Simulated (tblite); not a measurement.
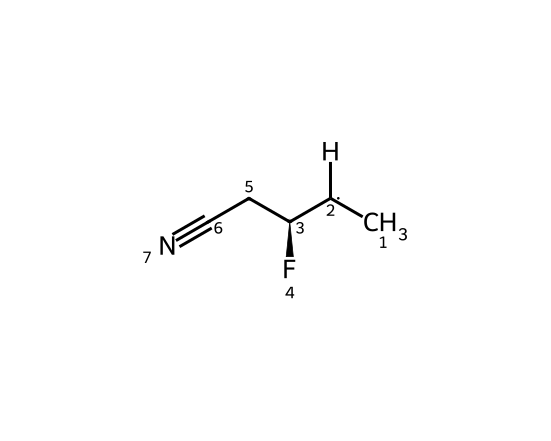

Skeletal drawing with numbered atoms; wedges and dashes mark any stereocentres. The configuration is that of a computed structure (GFN2-xTB).

**Assign CIP descriptors.**

C3: R.
